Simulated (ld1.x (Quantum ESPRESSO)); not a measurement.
**How the scale of all radii shapes a TM potential for Zr**

Aim: generate and test one potential in full, then change the scale of all radii and see what happens to hardness, ghosts and transferability.

Program: ld1.x (Quantum ESPRESSO) 7.5. Reference atom: PBE, scalar-relativistic, spherical and spin-unpolarised. All values are calculated.

### 1 The atom and the settings

Typed settings, in words:

```json
{
 "element": "zirconium (Zr, Z = 40)",
 "type": "norm-conserving Troullier–Martins (Kleinman–Bylander form)",
 "frozen core": "[Ar] 3d10",
 "valence charge": "12",
 "reference configuration": "4s2 4p6 4d2 5s2 5p0",
 "partial waves": "4s (bound): rc 1.88 bohr; 4d (bound): rc 1.56 bohr; 4p (bound): rc 1.34 bohr",
 "occupied shells without a wave": "5s",
 "local potential": "the p channel",
 "core correction": "Bessel-smoothed model core inside 0.70 bohr"
}
```

The nodes and maxima of the atom's own shells, from an earlier all-electron run, set the scale for the radii.

All-electron outer shells of the reference configuration (PBE, scalar-relativistic, ld1.x):

| shell | level (eV) | outermost node (bohr) | outermost maximum (bohr) |
| --- | --- | --- | --- |
| 3p | -317.66 | 0.18 | 0.40 |
| 3d | -174.71 | – | 0.35 |
| 4s | -54.50 | 0.55 | 1.08 |
| 4p | -32.46 | 0.56 | 1.17 |
| 5s | -4.44 | 1.47 | 3.15 |
| 4d | -3.60 | 0.58 | 1.59 |
| 5p | -1.47 | 1.70 | 4.15 |

### 2 Generation of the first potential

Zr.in reads:

```
 &input
   title='Zr', zed=40., rel=1, dft='PBE', iswitch=3,
   config='[Kr] 4d2 5s2 5p0',
   nld=3, rlderiv=2.05, eminld=-6.0, emaxld=5.0, deld=0.02
 /
 &inputp
   pseudotype=2, tm=.true., lloc=1,
   nlcc=.true., new_core_ps=.true., rcore=0.70,
   file_pseudopw='Zr.UPF', file_wfcaegen='ae.wfc', file_wfcncgen='nc.wfc', file_beta='beta', file_chi='chi'
 /
3
4S  1  0   2.00   0.00  1.88  1.88  0.0
4D  3  2   2.00   0.00  1.56  1.56  0.0
4P  2  1   6.00   0.00  1.34  1.34  0.0
 &test
   configts(1)='4s2 4p6 4d2 5s2 5p0'
 /
```

Launch:

```console
$ ld1.x < Zr.in > Zr.out
```

Output in Zr.out (without the banner and most projector matrices):

```text
     Program LD1 v.7.5
     --------------------------- All-electron run ----------------------------

     Zr
     scalar relativistic calculation

     atomic number is 40.00
     dft =PBE   lsd =0 sic =0 latt =0  beta=0.20 tr2=1.0E-14
     Exchange-correlation= PBE
                           (   1   4   3   4   0   0   0)
     mesh =1225 r(mesh) = 100.59681 a.u. xmin = -7.00 dx = 0.01250
     1 Ry =  13.60569312 eV, c = 137.03599908

     n l     nl                  e(Ry)          e(Ha)          e(eV)
     1 0     1S 1( 2.00)     -1310.1237      -655.0619    -17825.1411
     2 0     2S 1( 2.00)      -181.5303       -90.7651     -2469.8452
     2 1     2P 1( 6.00)      -161.8775       -80.9388     -2202.4559
     3 0     3S 1( 2.00)       -29.7501       -14.8750      -404.7707
     3 1     3P 1( 6.00)       -23.3474       -11.6737      -317.6579
     4 0     4S 1( 2.00)        -4.0060        -2.0030       -54.5045
     4 1     4P 1( 6.00)        -2.3859        -1.1929       -32.4614
     3 2     3D 1(10.00)       -12.8408        -6.4204      -174.7080
     4 2     4D 1( 2.00)        -0.2645        -0.1323        -3.5989
     5 0     5S 1( 2.00)        -0.3263        -0.1631        -4.4392
     5 1     5P 1( 0.00)        -0.1080        -0.0540        -1.4693

     final scf error:  3.8E-15 reached in  25 iterations

     Etot =   -7197.066779 Ry,   -3598.533389 Ha,  -97921.081979 eV

     Ekin =    7400.180090 Ry,    3700.090045 Ha,  100684.579354 eV
     Encl =  -17329.433663 Ry,   -8664.716831 Ha, -235778.956414 eV
     Eh   =    2959.970718 Ry,    1479.985359 Ha,   40272.453242 eV
     Exc  =    -227.783923 Ry,    -113.891962 Ha,   -3099.158161 eV

     normalization and overlap integrals

     s(1S/1S) =  1.000000  <r> =   0.0371  <r2> =    0.0019  r(max) =   0.0241
     s(2S/2S) =  1.000000  <r> =   0.1626  <r2> =    0.0312  r(max) =   0.1368
     s(2P/2P) =  1.000000  <r> =   0.1417  <r2> =    0.0245  r(max) =   0.1093
     s(3S/3S) =  1.000000  <r> =   0.4585  <r2> =    0.2410  r(max) =   0.4060
     s(3P/3P) =  1.000000  <r> =   0.4621  <r2> =    0.2489  r(max) =   0.4010
     s(4S/4S) =  1.000000  <r> =   1.2129  <r2> =    1.6687  r(max) =   1.0764
     s(4P/4P) =  1.000000  <r> =   1.3687  <r2> =    2.1516  r(max) =   1.1748
     s(3D/3D) =  1.000000  <r> =   0.4525  <r2> =    0.2477  r(max) =   0.3495
     s(4D/4D) =  1.000000  <r> =   2.2977  <r2> =    6.6283  r(max) =   1.5859
     s(5S/5S) =  1.000000  <r> =   3.7281  <r2> =   15.8828  r(max) =   3.1538
     s(5P/5P) =  1.000000  <r> =   5.1644  <r2> =   31.0604  r(max) =   4.1521

     ------------------------ End of All-electron run ------------------------

     --------------------- Generating NC pseudopotential ---------------------

      Generating local pot.: lloc=1, matching radius rcloc =   1.3400

      Computing core charge for nlcc:

       r > 0.70 : true rho core
      Core charge pseudized with two Bessel functions
      Integrated core pseudo-charge :  20.38

      Wfc   4S  rcut= 1.889  Using Troullier-Martins method

      Wfc   4D  rcut= 1.547  Using Troullier-Martins method

     ------------------- End of pseudopotential generation -------------------

     [... the all-electron block is printed once more ...]


     Computing logarithmic derivative in   2.04908
     Computing logarithmic derivative in   2.04908
     Computing the partial wave expansion
     R is outside the sphere for l=    0 j= 0.00
       no projector for channel:   1
     R is outside the sphere for l=    2 j= 0.00

     ---------------------- Testing the pseudopotential ----------------------

     Zr
     scalar relativistic calculation

     atomic number is 40.00   valence charge is 12.00
     dft =PBE   lsd =0 sic =0 latt =0  beta=0.20 tr2=1.0E-14
     mesh =1225 r(mesh) = 100.59681 xmin = -7.00 dx = 0.01250

     n l     nl             e AE (Ry)        e PS (Ry)    De AE-PS (Ry)
     1 0     4S   1( 2.00)       -4.00601       -4.00601       -0.00000
     2 1     4P   1( 6.00)       -2.38587       -2.38590        0.00003
     3 2     4D   1( 2.00)       -0.26451       -0.26450       -0.00001
     2 0     5S   1( 2.00)       -0.32628       -0.34754        0.02126  !
     3 1     5P   1( 0.00)       -0.10799       -0.10860        0.00061

     eps = 3.1E-15  iter = 18

     Etot =   -7197.066779 Ry,   -3598.533389 Ha,  -97921.081979 eV
     Etotps =  -167.662056 Ry,     -83.831028 Ha,   -2281.158488 eV

     Ekin =      27.765590 Ry,      13.882795 Ha,     377.770103 eV
     Encl =    -183.634485 Ry,     -91.817242 Ha,   -2498.474443 eV
     Ehrt =      74.345640 Ry,      37.172820 Ha,    1011.523963 eV
     Ecxc =     -86.702841 Ry,     -43.351420 Ha,   -1179.652241 eV
     (Ecc =     -72.468178 Ry,     -36.234089 Ha,    -985.979790 eV)
     Epseu=       0.564038 Ry,       0.282019 Ha,       7.674131 eV

     ---------------------- End of pseudopotential test ----------------------
```

It took 1.6 s on 1 thread, shared host. (Generation and the later configuration tests together.)

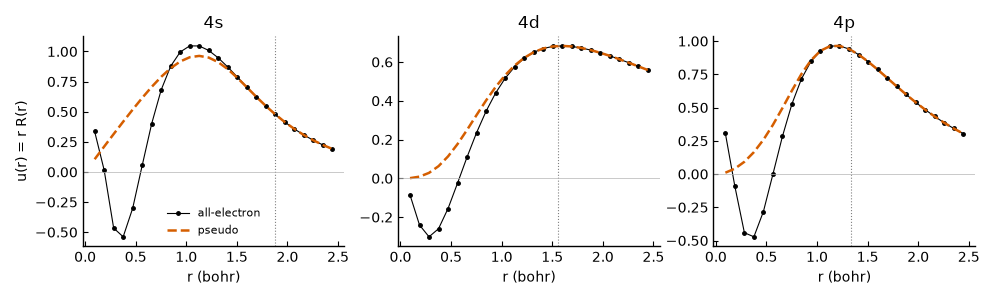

All-electron and pseudo partial waves (4s, 4d, 4p), with the matching radii dotted. The curves join 26 sampled radii, too few to resolve the innermost nodes.

### 3 Testing the new file in other configurations

Zr.test.in reads:

```
 &input
   title='Zr', zed=40., rel=1, dft='PBE', iswitch=2,
   config='[Kr] 4d2 5s2 5p0'
 /
 &test
   file_pseudo='Zr.UPF', nconf=8,
   configts(1)='4s2 4p6 4d2 5s2 5p0',
   configts(2)='4s2 4p6 4d2 5s1 5p0',
   configts(3)='4s2 4p6 4d2 5s0 5p0',
   configts(4)='4s2 4p6 4d1 5s0 5p0',
   configts(5)='4s1 4p6 4d2 5s2 5p0',
   configts(6)='4s2 4p6 4d2 5s1 5p1',
   configts(7)='4s2 4p6 4d3 5s1 5p0',
   configts(8)='4s2 4p5 4d2 5s2 5p0'
 /
```

Launch:

```console
$ ld1.x < Zr.test.in > Zr.test.out
```

Zr.test.out, the pseudopotential blocks:

```text
     ---------------------- Testing the pseudopotential ----------------------

     Zr
     scalar relativistic calculation

     atomic number is 40.00   valence charge is 12.00
     dft =PBE   lsd =0 sic =0 latt =0  beta=0.20 tr2=1.0E-14
     mesh =1225 r(mesh) = 100.59681 xmin = -7.00 dx = 0.01250

     n l     nl             e AE (Ry)        e PS (Ry)    De AE-PS (Ry)
     1 0     4S   1( 2.00)       -4.00601       -4.00601       -0.00000
     2 1     4P   1( 6.00)       -2.38587       -2.38590        0.00003
     3 2     4D   1( 2.00)       -0.26451       -0.26450       -0.00001
     2 0     5S   1( 2.00)       -0.32628       -0.34754        0.02126  !
     3 1     5P   1( 0.00)       -0.10799       -0.10860        0.00061

     eps = 3.1E-15  iter = 18

     Etot =   -7197.066779 Ry,   -3598.533389 Ha,  -97921.081979 eV
     Etotps =  -167.662056 Ry,     -83.831028 Ha,   -2281.158488 eV

     Ekin =      27.765590 Ry,      13.882795 Ha,     377.770103 eV
     Encl =    -183.634485 Ry,     -91.817242 Ha,   -2498.474443 eV
     Ehrt =      74.345640 Ry,      37.172820 Ha,    1011.523963 eV
     Ecxc =     -86.702841 Ry,     -43.351420 Ha,   -1179.652241 eV
     (Ecc =     -72.468178 Ry,     -36.234089 Ha,    -985.979790 eV)
     Epseu=       0.564038 Ry,       0.282019 Ha,       7.674131 eV

     ---------------------- End of pseudopotential test ----------------------

     ---------------------- Testing the pseudopotential ----------------------

     Zr
     [...]
     n l     nl             e AE (Ry)        e PS (Ry)    De AE-PS (Ry)
     1 0     4S   1( 2.00)       -4.49658       -4.52726        0.03068  !
     2 1     4P   1( 6.00)       -2.87681       -2.90388        0.02706  !
     3 2     4D   1( 2.00)       -0.73368       -0.75810        0.02443  !
     2 0     5S   1( 1.00)       -0.73090       -0.78702        0.05612  !
     3 1     5P   1( 0.00)       -0.46021       -0.48936        0.02915  !

     eps = 1.7E-15  iter = 12

     Etot =   -7196.542213 Ry,   -3598.271106 Ha,  -97913.944892 eV
     Etotps =  -167.099781 Ry,     -83.549891 Ha,   -2273.508346 eV
     dEtot_ae =       0.524566 Ry
     dEtot_ps =       0.562275 Ry,   Delta E=      -0.037709 Ry

     [...]
     ---------------------- End of pseudopotential test ----------------------

     ---------------------- Testing the pseudopotential ----------------------

     Zr
     [...]
     n l     nl             e AE (Ry)        e PS (Ry)    De AE-PS (Ry)
     1 0     4S   1( 2.00)       -5.07046       -5.13654        0.06608  !
     2 1     4P   1( 6.00)       -3.44852       -3.50583        0.05731  !
     3 2     4D   1( 2.00)       -1.27152       -1.32384        0.05232  !
     2 0     5S   1( 0.00)       -1.17881       -1.27796        0.09915  !
     3 1     5P   1( 0.00)       -0.85757       -0.92602        0.06844  !

     eps = 9.2E-15  iter =  7

     Etot =   -7195.591120 Ry,   -3597.795560 Ha,  -97901.004620 eV
     Etotps =  -166.070976 Ry,     -83.035488 Ha,   -2259.510736 eV
     dEtot_ae =       1.475659 Ry
     dEtot_ps =       1.591080 Ry,   Delta E=      -0.115422 Ry

     [...]
     ---------------------- End of pseudopotential test ----------------------

     ---------------------- Testing the pseudopotential ----------------------

     Zr
     [...]
     n l     nl             e AE (Ry)        e PS (Ry)    De AE-PS (Ry)
     1 0     4S   1( 2.00)       -5.99378       -6.05951        0.06572  !
     2 1     4P   1( 6.00)       -4.34899       -4.40714        0.05815  !
     3 2     4D   1( 1.00)       -2.07285       -2.12862        0.05577  !
     2 0     5S   1( 0.00)       -1.78561       -1.91461        0.12900  !
     3 1     5P   1( 0.00)       -1.39421       -1.48250        0.08829  !

     eps = 9.9E-15  iter =  8

     Etot =   -7193.928092 Ry,   -3596.964046 Ha,  -97878.377969 eV
     Etotps =  -164.353653 Ry,     -82.176826 Ha,   -2236.145363 eV
     dEtot_ae =       3.138687 Ry
     dEtot_ps =       3.308404 Ry,   Delta E=      -0.169717 Ry

     [...]
     ---------------------- End of pseudopotential test ----------------------

     ---------------------- Testing the pseudopotential ----------------------

     Zr
     [...]
     n l     nl             e AE (Ry)        e PS (Ry)    De AE-PS (Ry)
     1 0     4S   1( 1.00)       -4.92348       -4.93305        0.00958  !
     2 1     4P   1( 6.00)       -3.26419       -3.25738       -0.00681  !
     3 2     4D   1( 2.00)       -0.99112       -0.98513       -0.00599  !
     2 0     5S   1( 2.00)       -0.83829       -0.88887        0.05059  !
     3 1     5P   1( 0.00)       -0.52987       -0.54116        0.01128  !

     eps = 2.6E-15  iter = 17

     Etot =   -7192.618175 Ry,   -3596.309088 Ha,  -97860.555643 eV
     Etotps =  -163.206681 Ry,     -81.603341 Ha,   -2220.540022 eV
     dEtot_ae =       4.448604 Ry
     dEtot_ps =       4.455375 Ry,   Delta E=      -0.006771 Ry

     [...]
     ---------------------- End of pseudopotential test ----------------------

     ---------------------- Testing the pseudopotential ----------------------

     Zr
     [...]
     n l     nl             e AE (Ry)        e PS (Ry)    De AE-PS (Ry)
     1 0     4S   1( 2.00)       -4.09709       -4.11041        0.01332  !
     2 1     4P   1( 6.00)       -2.47658       -2.48670        0.01012  !
     3 2     4D   1( 2.00)       -0.34196       -0.34898        0.00702  !
     2 0     5S   1( 1.00)       -0.37902       -0.40738        0.02836  !
     3 1     5P   1( 1.00)       -0.15029       -0.15119        0.00090

     eps = 5.3E-15  iter = 16

     Etot =   -7196.843245 Ry,   -3598.421623 Ha,  -97918.040652 eV
     Etotps =  -167.414393 Ry,     -83.707197 Ha,   -2277.788859 eV
     dEtot_ae =       0.223533 Ry
     dEtot_ps =       0.247663 Ry,   Delta E=      -0.024130 Ry

     [...]
     ---------------------- End of pseudopotential test ----------------------

     ---------------------- Testing the pseudopotential ----------------------

     Zr
     [...]
     n l     nl             e AE (Ry)        e PS (Ry)    De AE-PS (Ry)
     1 0     4S   1( 2.00)       -3.85286       -3.87447        0.02161  !
     2 1     4P   1( 6.00)       -2.24251       -2.25865        0.01614  !
     3 2     4D   1( 3.00)       -0.17151       -0.18216        0.01066  !
     2 0     5S   1( 1.00)       -0.28240       -0.31030        0.02790  !
     3 1     5P   1( 0.00)       -0.08636       -0.09279        0.00643  !

     eps = 3.5E-15  iter = 15

     Etot =   -7196.978959 Ry,   -3598.489480 Ha,  -97919.887130 eV
     Etotps =  -167.555090 Ry,     -83.777545 Ha,   -2279.703138 eV
     dEtot_ae =       0.087820 Ry
     dEtot_ps =       0.106966 Ry,   Delta E=      -0.019146 Ry

     [...]
     ---------------------- End of pseudopotential test ----------------------

     ---------------------- Testing the pseudopotential ----------------------

     Zr
     [...]
     n l     nl             e AE (Ry)        e PS (Ry)    De AE-PS (Ry)
     1 0     4S   1( 2.00)       -4.88249       -4.87530       -0.00719  !
     2 1     4P   1( 5.00)       -3.22951       -3.22169       -0.00782  !
     3 2     4D   1( 2.00)       -0.97324       -0.97170       -0.00154
     2 0     5S   1( 2.00)       -0.83676       -0.88260        0.04584  !
     3 1     5P   1( 0.00)       -0.52961       -0.54124        0.01163  !

     eps = 5.2E-15  iter = 17

     Etot =   -7194.274280 Ry,   -3597.137140 Ha,  -97883.088095 eV
     Etotps =  -164.871205 Ry,     -82.435602 Ha,   -2243.187015 eV
     dEtot_ae =       2.792499 Ry
     dEtot_ps =       2.790852 Ry,   Delta E=       0.001647 Ry

     [...]
     ---------------------- End of pseudopotential test ----------------------
```

Excitation and ionisation energies from 4s2 4p6 4d2 5s2 5p0, with the error of the potential.

| valence configuration | charge | ΔE all-electron (eV) | error AE − PS (meV) |
| --- | --- | --- | --- |
| 4s2 4p6 4d2 5s1 5p0 | +1 | 7.137 | -513 |
| 4s2 4p6 4d2 5s0 5p0 | +2 | 20.077 | -1570 |
| 4s2 4p6 4d1 5s0 5p0 | +3 | 42.704 | -2309 |
| 4s1 4p6 4d2 5s2 5p0 | +1 | 60.526 | -92 |
| 4s2 4p6 4d2 5s1 5p1 | 0 | 3.041 | -328 |
| 4s2 4p6 4d3 5s1 5p0 | 0 | 1.195 | -260 |
| 4s2 4p5 4d2 5s2 5p0 | +1 | 37.994 | +22 |

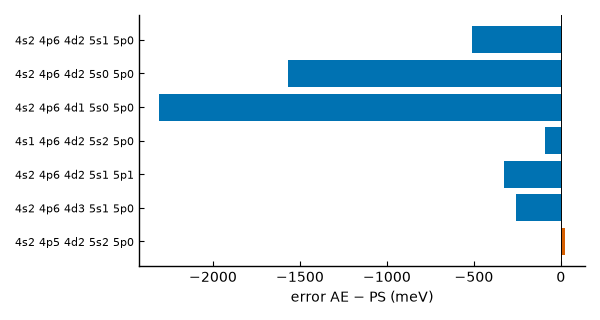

Error of the potential in each test configuration.

### 4 Does it scatter like the atom?

Taken from the files of the generation run. The phase is arctan(r·u′/u) with u = r·R, unwrapped, with energies in Ry. A pole is an energy at which the radial function vanishes at the test radius. The pseudo phase is shifted by a multiple of π to meet the all-electron one at the reference energy. Levels narrower than the energy grid can be missing from the poles. The last column is the largest difference on the grid between −1 and +1 Ry.

| channel | radius (bohr) | reference (Ry) | poles AE | poles PS | window around the reference with phases within 0.05 rad (Ry) | largest difference near zero (rad) |
| --- | --- | --- | --- | --- | --- | --- |
| s | 2.05 | -4.01 | -3.49 | -3.49 | below -0.2 | 0.193 |
| p | 2.05 | -2.39 | -1.53 | -1.53 | below 2.7 | 0.004 |
| d | 2.05 | -0.26 | 1.68 | 1.63 | below 4.1 | 0.003 |

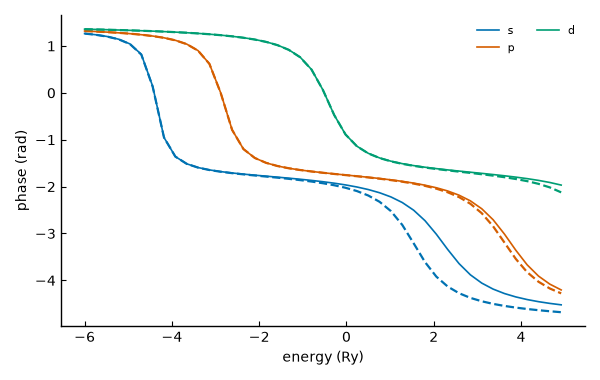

All-electron (solid) and pseudo (dashed) phases against energy.

[end of part 1 of 2]
